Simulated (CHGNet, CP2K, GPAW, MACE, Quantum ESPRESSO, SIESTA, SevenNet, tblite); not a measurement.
# Running (14,0) carbon nanotube bundle (112 atoms) with tblite

Aim: run (14,0) carbon nanotube bundle (112 atoms) in tblite and see how near its forces come to a plane-wave reference, and at what cost.

Main program and level: tblite 0.8.0; the method is named at each step.

## 1. The structure

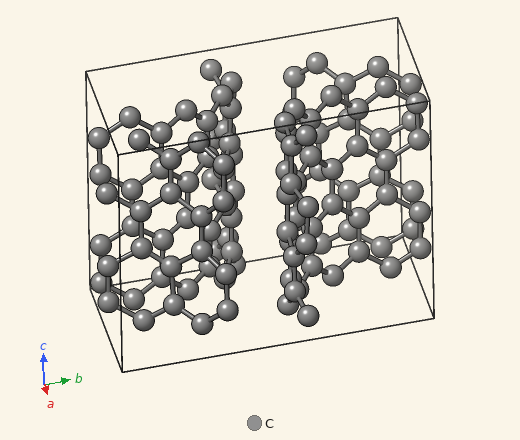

The starting structure, seen from the side, with the c axis up (carbon grey). Some periodic images of atoms are drawn too.

The cell holds 112 atoms: 112 C. Cell: a = 14.263 Å, b = 14.263 Å, c = 8.371 Å, α = 90.0°, β = 90.0°, γ = 120.0°. It derives from C (graphene). Graphene sheet (a = 2.46 Å) rolled into a (14,0) tube of diameter 10.96 Å, 2 periods, hexagonal bundle with 3.3 Å between walls; minimised with a classical potential (one cell length free). Then every atom was moved at random, 0.03 Å r.m.s. a Cartesian component. The structure's axis is c.

The yardstick, on the same geometry:

```
method                 : Kohn-Sham DFT, PBE, SSSP efficiency 1.3.0 pseudopotentials, plane waves (Quantum ESPRESSO 7.5); sssp-pbe-1.3.0-efficiency, cutoffs 45/360 Ry, Γ point
r.m.s. force component : 2.017 eV/Å
longest force          : 6.94 eV/Å
pressure               : 12.2 GPa
time                   : 3.3 min on 4 MPI ranks of Arm Neoverse V1, shared host
CPU time               : 13 min
```

## 2. GFN1-xTB

Method: GFN1-xTB tight binding, diagonalisation.

The input, run.py:

```python
import numpy as np
from ase.io import read
from tblite.ase import TBLite

atoms = read("structure.xyz")
atoms.calc = TBLite(method="GFN1-xTB", electronic_temperature=580, accuracy=1.0, max_iterations=250, mixer_damping=0.1, verbosity=1)
energy = atoms.get_potential_energy()
forces = atoms.get_forces()
print(f"energy {energy:.6f} eV")
print("forces (eV/A)")
for i, (a, f) in enumerate(zip(atoms, forces)):
    print(f"{i:4d} {a.symbol:2s} {f[0]:10.5f} {f[1]:10.5f} {f[2]:10.5f}")
stress = -atoms.get_stress(voigt=False) * 160.21766
print("stress (GPa, compression positive)")
for row in stress:
    print(" ".join(f"{x:10.4f}" for x in row))
print("charges (e)")
print(np.array2string(atoms.get_charges(), precision=4, suppress_small=True, max_line_width=110, threshold=100000))
```

The input, structure.xyz:

```xyz
112
Lattice="14.26259 0.00000 0.00000 -7.13130 12.35177 0.00000 0.00000 0.00000 8.37084" Properties=species:S:1:pos:R:3 pbc="T T T"
C -1.76336 12.34572 1.45376
C 5.26774 1.21517 0.74266
C 4.89086 2.32275 1.47863
C 4.21873 3.34362 0.80745
C 5.30333 1.22591 3.57267
C 4.86397 2.38290 2.90259
C 3.41304 4.24481 1.47988
C 2.37187 4.88611 0.75605
C 4.29439 3.35585 3.57502
C 3.43315 4.28433 2.85831
C 1.18073 5.26321 1.50022
C -0.05399 5.46875 0.72265
C 2.33657 4.97122 3.56782
C 1.21089 5.26951 2.83478
C -1.20697 5.31534 1.49294
C -2.31696 4.93231 0.77380
C -0.02354 5.48172 3.55903
C -1.18280 5.31101 2.81202
C 10.87964 4.28359 1.46825
C 9.99993 3.39031 0.77698
C -2.35205 4.87623 3.52119
C 10.84406 4.25531 2.85195
C 9.35868 2.39501 1.41065
C 8.97809 1.27458 0.76861
C 10.02653 3.43120 3.58197
C 9.32788 2.31447 2.87789
C 1.66537 12.32744 1.47653
C 1.81662 11.18527 0.81222
C 8.99763 1.24790 3.54564
C 1.69147 12.33065 2.86751
C 2.21298 9.96590 1.55555
C 2.87213 8.91934 0.82369
C 1.85420 11.09819 3.62792
C 2.23794 9.99036 2.85873
C 3.69586 8.06941 1.41651
C 4.74587 7.44713 0.77522
C 2.89231 8.95059 3.57175
C 3.76375 8.09214 2.90016
C 5.91997 7.09165 1.42857
C 7.11339 6.86524 0.74902
C 4.76370 7.40563 3.55769
C 5.93473 7.08930 2.89238
C 8.34996 7.03446 1.52040
C 9.47906 7.42737 0.81691
C 7.12694 6.89859 3.54371
C 8.35081 7.02408 2.86592
C -3.80590 8.12141 1.48373
C -2.89674 8.95775 0.75622
C 9.46807 7.40538 3.58238
C -3.81082 8.13735 2.88752
C -2.27660 9.97010 1.38044
C -1.84088 11.14550 0.77338
C -2.82692 8.96603 3.59352
C -2.20265 9.98258 2.90142
C -1.85942 11.13364 3.53551
C -1.71002 12.35016 2.90535
[... 52 atom lines left out ...]
C -2.87042 8.93688 7.70544
C -2.23895 9.92835 7.01719
C -1.81421 11.14476 7.71264
C 5.39461 0.00383 7.02305
```

Started as:

```
> OMP_NUM_THREADS=1 python run.py > output.txt
```

Log:

```text
------------------------------------------------------------
  cycle        total energy    energy error   density error
------------------------------------------------------------
      1     -237.3633850106  -2.4220941E+02   9.3166805E-01
      2     -237.3648934418  -1.5084312E-03   8.3834737E-01
      3     -237.3604897581   4.4036837E-03   1.5096842E-02
      4     -237.3648690410  -4.3792828E-03   8.4435832E-03
      5     -237.3661919856  -1.3229446E-03   1.8397148E-03
      6     -237.3663093419  -1.1735632E-04   5.2015777E-04
      7     -237.3663167904  -7.4485380E-06   1.9543015E-04
      8     -237.3663179411  -1.1506368E-06   5.8342922E-05
      9     -237.3663180790  -1.3792257E-07   2.0985184E-05
     10     -237.3663180891  -1.0131401E-08   1.1756606E-05
------------------------------------------------------------
 total:                                   2.340 sec
energy -6459.066511 eV
forces (eV/A)
   0 C     0.71217    0.64175    1.38537
   1 C     0.56771   -1.64246    2.02252
   2 C    -0.72856    1.92514    0.28275
   3 C     0.69703    0.19305   -2.24935
   4 C     0.01901   -0.42539   -0.08456
   5 C     2.53704   -3.76392   -2.75659
   6 C    -0.37442    0.35010   -0.33346
   7 C    -1.28687    0.62773    3.41656
   8 C    -3.07605    4.88463   -0.13551
   9 C    -0.83543    0.36350    1.98383
  10 C     0.15536    0.32134   -5.09709
  11 C     3.29886   -0.18518    3.38280
  12 C     3.69472   -1.90812   -0.25507
  13 C    -1.91305    1.16296    3.44772
  14 C     0.13499    0.60224   -4.36431
  15 C    -2.70089   -1.12671   -0.19256
  16 C     1.85386   -0.37002   -0.54333
  17 C    -1.98134   -0.25078    5.11567
  18 C    -0.14573   -0.10388   -1.64168
  19 C     1.51813    2.57681   -0.38527
  20 C     0.35010    0.52362    2.19926
  21 C     1.91680    1.51898    0.39000
  22 C    -0.91295   -0.89977    4.36078
  23 C    -1.10782   -3.69821   -1.20284
[...]
104 C     0.32735   -0.42504    0.65001
 105 C    -2.12222   -2.21460    2.13535
 106 C     1.17787   -0.22782    0.04914
 107 C    -1.35351   -2.42455   -0.41441
 108 C    -0.04243   -0.43304    1.43489
 109 C     1.79205    3.86666    0.93664
 110 C    -0.52247   -1.44835    0.28930
 111 C     0.57240    0.02745    1.13739
stress (GPa, compression positive)
    6.7855     0.0690     0.1289
    0.0690     7.0372     0.3315
    0.1289     0.3315    18.6191
charges (e)
[-0.0046  0.0082 -0.0008 -0.0077 -0.0029  0.0076  0.0032 -0.0004  0.0109 -0.0139 -0.0079 -0.0038 -0.0029
  0.0108  0.0139 -0.0034 -0.0073  0.0083 -0.0057  0.0034 -0.0176  0.0083  0.0074 -0.0044 -0.0004 -0.0084
  0.0034 -0.0025  0.0111 -0.0142 -0.0031  0.0028  0.0041  0.0078  0.0041 -0.0014 -0.0013 -0.0061 -0.0025
 -0.0074  0.0036  0.0009  0.0023  0.0002 -0.0061  0.0105  0.0028  0.0002 -0.0048 -0.0064  0.0003  0.0022
 -0.005  -0.0054  0.0117 -0.006   0.0066  0.0045 -0.0006 -0.0038 -0.0034 -0.0049  0.0052 -0.0073  0.0067
  0.0069  0.0006 -0.0008 -0.0041  0.0003  0.0108 -0.0017  0.002  -0.0066  0.007  -0.0034  0.0006 -0.0044
  0.003  -0.0036  0.0002  0.0048 -0.0079  0.0026 -0.0057 -0.0006  0.0014  0.0055  0.0107 -0.0026 -0.0026
  0.0039 -0.0062 -0.0012 -0.0042  0.008  -0.0007  0.0032 -0.0188  0.009   0.0112 -0.0018  0.0115 -0.0005
 -0.0082  0.0035 -0.0011 -0.0066  0.0051  0.0007 -0.011   0.0033]
```

Run time: 3 s. Hardware: 1 thread of Arm Neoverse V1, shared host; peak memory 0.12 GiB.

Banners, paths, timers and routine set-up lines are dropped from the logs unmarked, and long logs keep their key lines alone; longer cuts are marked.

Compared with the plane-wave run:

| Property | Result |
| --- | --- |
| r.m.s. force component | 1.977 eV/Å |
| r.m.s. difference of force components | 138.5 meV/Å |
| longest difference of force vectors | 564.6 meV/Å |
| force difference over r.m.s. force | 6.868 % |
| slope of forces against the reference's | 0.9779 |
| correlation of force components | 0.9978 |
| pressure | 10.81 GPa |
| pressure difference | -1.381 GPa |

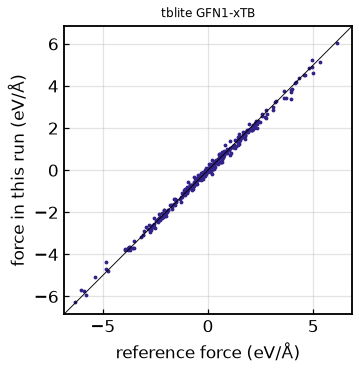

Force components against those of the reference; the line marks equality.

A closer look about C65, which bears the longest force: 10 atoms, nearest first, numbered in the order of the input, with positions taken from that point.

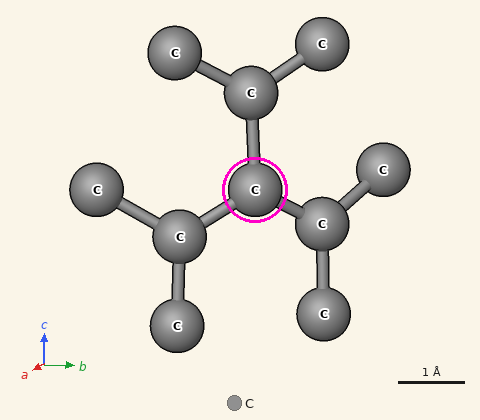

The atoms of the table, within 2.5 Å (arrows a, b, c point along x, y, z); some may hide others; the central atom is ringed.

```csv
atom,x,y,z,distance (Å),Mulliken charge (e),Fx,Fy,Fz (eV/Å)
C65,0.00,0.00,0.00,0.00,0.01,3.23,-3.20,5.21
C66,-0.77,0.84,-0.61,1.30,0.01,-3.77,3.75,-1.51
C62,0.69,-1.00,-0.66,1.39,0.00,0.86,-1.88,1.63
C4,0.00,-0.06,1.49,1.49,-0.01,0.70,0.19,-2.25
C63,-0.79,0.86,-2.00,2.31,0.01,0.53,0.21,-2.27
C69,-1.84,1.51,0.10,2.39,0.00,-0.03,0.12,-3.79
C59,0.72,-1.04,-2.03,2.39,0.00,-0.55,1.44,-0.81
C7,-0.80,0.84,2.16,2.45,0.00,-0.37,0.35,-0.33
C61,1.07,-2.21,0.06,2.46,0.00,-0.34,1.56,-2.58
C3,0.68,-1.09,2.16,2.51,0.00,-0.73,1.93,0.28
```

Atoms are counted from 1 here, from 0 in the log.

Forces lie 6.9 % from the reference's, at 0.0039 times its CPU time (on 1 against 4 cores).

## 3. Results

| Property | Result |
| --- | --- |
| force difference from the reference | tblite GFN1-xTB, 6.9 % |
| its CPU time | 3 s |

What this shows: Tight binding differs by 6.9 % (tblite GFN1-xTB); it is another model, with fitted parameters of its own, and the xTB methods hold dispersion. One electronic-structure run takes under half the reference's CPU time: tblite GFN1-xTB, at 6.9 % in 3 s against 13 min. Periodic xTB results under one method name differ between programs and library versions. The reference's pressure holds the uncorrected Pulay stress of its 45 Ry basis, so small pressure differences, and their order, may be the reference's own error. The reference's stress is far from hydrostatic: its diagonal is 7.7, 7.8, 21.1 GPa, compression counted positive. The reference's pressure of 12 GPa belongs to a cell and atoms that aren't relaxed at this level. The electronic-structure runs sample only Γ, in a cell whose shortest periodic width is 8 Å.

[Also dropped from logs without a mark: logging warnings of Python, and SIESTA's first energy breakdown and zero terms.]

[Logs are printed without paths, hosts, clocks, repeated set-up lines and the standing remarks that a program may print on its own settings, such as how far it seeks lower states.]

[Hosts, paths, dates, database ids (printed as entryN), source tags and the programs' standing remarks are cut or masked in the printed files.]
